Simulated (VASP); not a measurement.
Here is the system:

```xyz
8
Lattice="0.0000 3.1999 3.1999 3.1999 0.0000 3.1999 12.8002 12.8002 -0.0006" Properties=species:S:1:pos:R:3 pbc="T T T"
K      3.3040     3.3040     6.2957
K      3.2000     3.2000    -0.0002
K      6.2960     6.2960     0.1038
K      9.6001     9.6001    -0.0005
Cl     3.2524     3.2524     3.1474
Cl     6.3476     6.3476     3.2521
Br     9.5513     9.5513     3.2483
Br    12.8489    12.8489     3.1506
```

All values below come from PBEsol GGA, VASP's PBE PAW potentials (set 64) (plane waves; VASP). Settings: 400 eV cut-off, 7×7×2 Γ-centred mesh, tetrahedra with Blöchl corrections, potentials K_sv Cl Br.

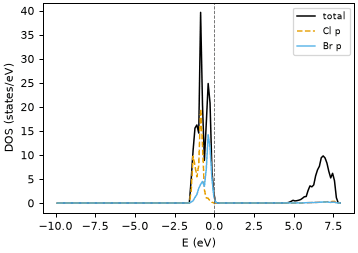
Figure: Total and projected density of states, zero at the valence-band maximum

Within 2 eV below the valence-band maximum the largest weight inside VASP's projection spheres is Cl p, then Br p.

The gap is direct, 4.45 eV, from the valence maximum at Γ to the conduction minimum at Γ.

The structure was generated: K4Br2Cl2 was put into an ordered model structure (R-3m), which need not be its known phase. It was relaxed first.
